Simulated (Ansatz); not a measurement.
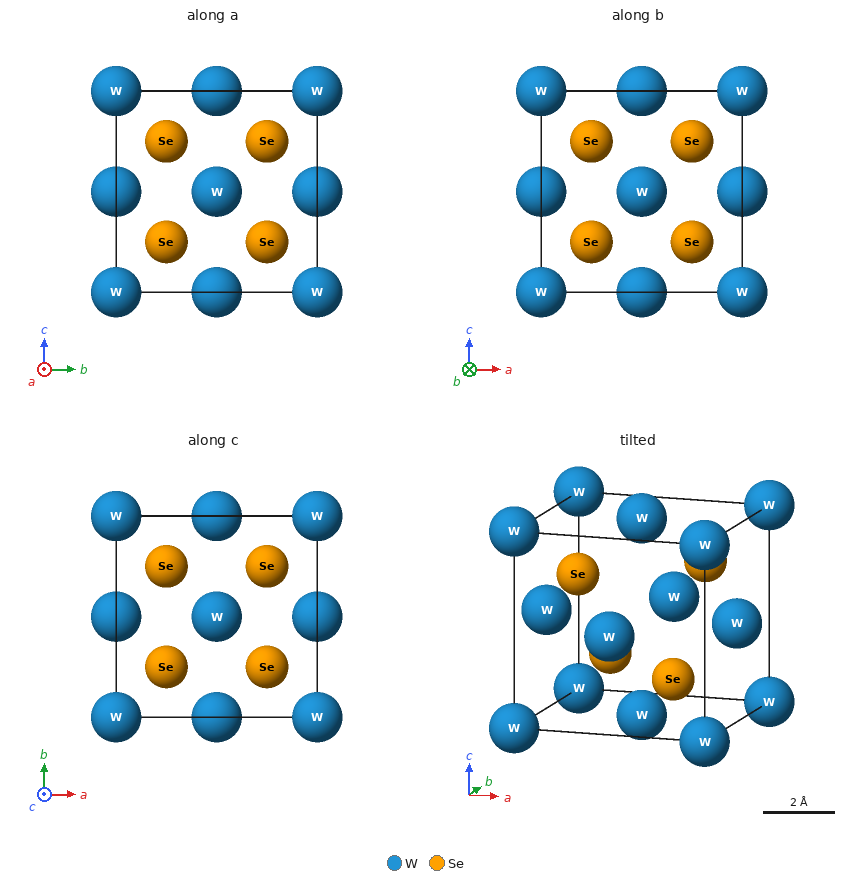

The image is a spheres-only drawing of a crystal, viewed along the a axis, along the b axis, along the c axis and slightly off an axis. Atoms at the boundary of the conventional unit cell (the box) are drawn once for each face, edge or corner they touch.

Lattice parameters: a = 5.6777 Å, b = 5.6777 Å, c = 5.6777 Å, α = 90.000°, β = 90.000°, γ = 90.000°.

> Express the structure as a CIF in P1 with every atom of the cell.

```cif
data_structure
_symmetry_space_group_name_H-M 'P 1'
_symmetry_Int_Tables_number 1
_cell_length_a 5.6777
_cell_length_b 5.6777
_cell_length_c 5.6777
_cell_angle_alpha 90.000
_cell_angle_beta 90.000
_cell_angle_gamma 90.000
_cell_volume 183.03
loop_
_atom_site_label
_atom_site_type_symbol
_atom_site_fract_x
_atom_site_fract_y
_atom_site_fract_z
_atom_site_occupancy
W1 W 0.0000 0.0000 0.0000 1
Se1 Se 0.2500 0.2500 0.7500 1
W2 W 0.0000 0.5000 0.5000 1
Se2 Se 0.2500 0.7500 0.2500 1
W3 W 0.5000 0.0000 0.5000 1
Se3 Se 0.7500 0.2500 0.2500 1
W4 W 0.5000 0.5000 0.0000 1
Se4 Se 0.7500 0.7500 0.7500 1
```

The initial geometry was a structure type filled with these elements by a generator (whether the compound takes this form wasn't checked). Earlier steps of the study may have refined or changed the cell and positions. An electronic-structure calculation with Ansatz was run on it.

At this level of theory the cell isn't at rest (compressed, at 8 GPa), so its distances can differ from those at equilibrium, the more so the softer the solid.
